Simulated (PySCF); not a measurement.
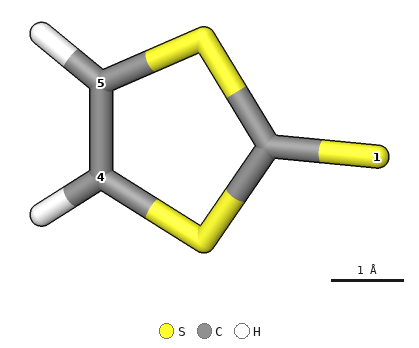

Fig. 1: The structure (stick view, seen at a tilt; atoms are numbered from 1 in the order of the input). Bond lengths as drawn: C–C 1.35 Å, C–H 1.09 Å and C–S 1.63 to 1.76 Å.

## NMR shielding calculation, with input and output: C$_{3}$H$_{2}$S$_{3}$

The run: NMR shielding calculation of C$_{3}$H$_{2}$S$_{3}$ (1,3-dithiole-2-thione), SMILES S=c1sccs1. Method and program: GIAO PBE0/pcSseg-1 NMR shielding, non-relativistic, gas phase (PySCF 2.14.0).

The geometry comes from this level: PBE0-D3(BJ)/def2-SVP. Figures and captions count atoms from 1; the log counts them from 0 in places.

### The program's output
```
coarse grid: 9376 points
cycle   1  E = -1309.3616056131  dE =  1.099e+00  |g| = 3.861e-01  |ddm| = 3.371e+00
cycle   2  E = -1309.1647474861  dE =  1.969e-01  |g| = 8.984e-01  |ddm| = 2.061e+00
cycle   3  E = -1309.4118545975  dE = -2.471e-01  |g| = 6.018e-02  |ddm| = 1.508e+00
cycle   4  E = -1309.4124386637  dE = -5.841e-04  |g| = 3.769e-02  |ddm| = 9.440e-02
cycle   5  E = -1309.4127831476  dE = -3.445e-04  |g| = 1.086e-02  |ddm| = 5.103e-02
cycle   6  E = -1309.4128154409  dE = -3.229e-05  |g| = 2.580e-03  |ddm| = 1.696e-02
cycle   7  E = -1309.4128165822  dE = -1.141e-06  |g| = 1.609e-03  |ddm| = 4.788e-03
final grid: 79608 points
cycle   8  E = -1309.4568250870  dE = -2.804e-06  |g| = 1.089e-02  |ddm| = 2.696e-02
cycle   9  E = -1309.4567708818  dE =  5.421e-05  |g| = 1.751e-02  |ddm| = 3.242e-02
cycle  10  E = -1309.4568535764  dE = -8.269e-05  |g| = 2.239e-03  |ddm| = 2.425e-02
cycle  11  E = -1309.4568550874  dE = -1.511e-06  |g| = 4.746e-04  |ddm| = 3.989e-03
cycle  12  E = -1309.4568551442  dE = -5.683e-08  |g| = 1.088e-04  |ddm| = 5.897e-04
cycle  13  E = -1309.4568551466  dE = -2.378e-09  |g| = 5.387e-05  |ddm| = 1.568e-04
cycle  14  E = -1309.4568551474  dE = -8.058e-10  |g| = 9.385e-06  |ddm| = 7.613e-05
```

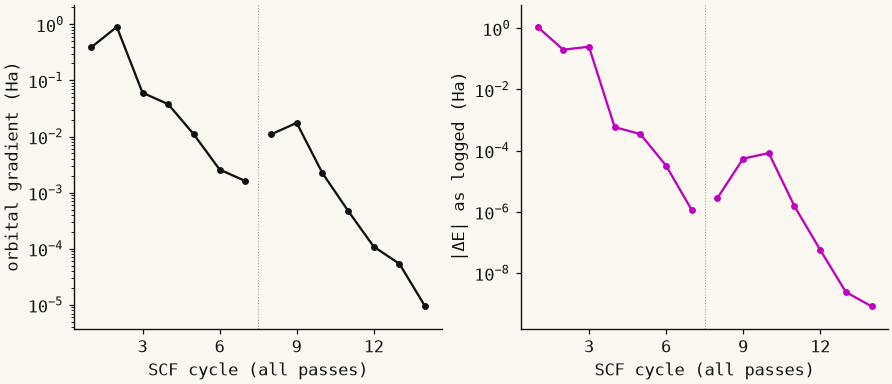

Fig. 2: Convergence of the self-consistent field: orbital gradient and size of the energy change against the SCF cycle. The dotted line marks the change from a coarse to the final integration grid. The first 7 cycles use a coarse grid, the final grid takes over at cycle 8, and the field converges after 14 cycles in all.

```
converged SCF energy = -1309.4568551474

GIAO shielding tensors (ppm)
atom      isotropic    diamagn.    paramagn.     s11        s22        s33       span
  0 S      -22.509    1054.027   -1076.535   -734.757   -110.305    777.536   1512.293
  1 C      -35.713     263.915    -299.628   -162.533    -10.592     65.987    228.520
  2 S      146.346    1054.189    -907.843   -209.608    316.527    332.119    541.726
  3 C       50.741     257.797    -207.056    -29.635     61.724    120.133    149.768
  4 C       50.734     257.786    -207.052    -29.720     61.759    120.164    149.883
  5 S      146.140    1054.199    -908.059   -210.401    316.814    332.009    542.410
  6 H       24.662      29.172      -4.511     22.168     24.210     27.607      5.439
  7 H       24.658      29.179      -4.521     22.164     24.200     27.610      5.446
```

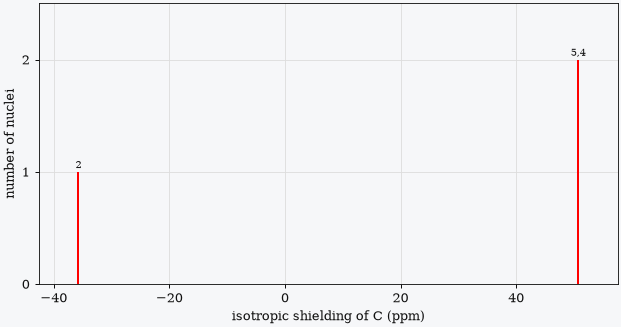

Fig. 3: Isotropic shieldings of the carbon nuclei in this fixed geometry, labelled by atom number; shielding grows to the right, so chemical shift grows to the left. The least shielded is C2 (−35.7 ppm), the most shielded C4 (50.7 ppm).

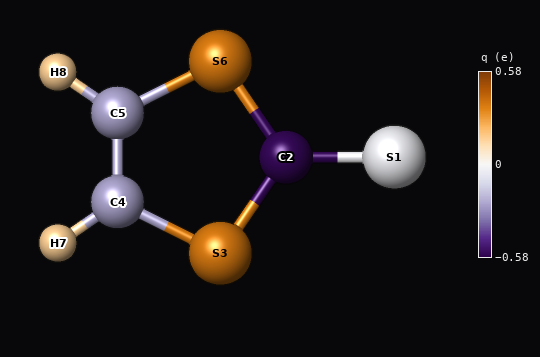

Fig. 4: Mulliken charges, as the colour of each atom (ball-and-stick view, seen on its broad side; atoms are numbered from 1 in the order of the input). By element: S −0.03 to +0.37, C −0.55 to −0.24 and H +0.16 e.

This output came from the following input.

### The input
```
{"job": {"kind": "nmr", "xc": "PBE0", "basis": "pcSseg-1"}, "charge": 0, "multiplicity": 1}
S      3.158216     0.368129     0.094863
C      1.538481     0.172965     0.051279
S      0.739410    -1.340515    -0.340637
C     -0.892015    -0.776441    -0.188524
C     -1.057432     0.516177     0.150747
S      0.381986     1.450353     0.391464
H     -1.705765    -1.480796    -0.369885
H     -2.024660     1.004468     0.282483
```

The first line tells a small driver script what to run in PySCF; the rest is the geometry in Å.

Launched with:
```bash
OMP_NUM_THREADS=1 python <driver script> task.json out
```

### Key numbers

```tsv
quantity	value
outcome	converged
total energy	−1309.456855 hartree
HOMO	−6.49 eV
LUMO	−1.97 eV
dipole moment	4.43 D
isotropic shielding, S	−22.5 to 146.3 ppm
isotropic shielding, C	−35.7 to 50.7 ppm
isotropic shielding, H	24.7 ppm
hardware	1 CPU thread, shared host
wall time	10 s
peak memory	0.67 GiB
```
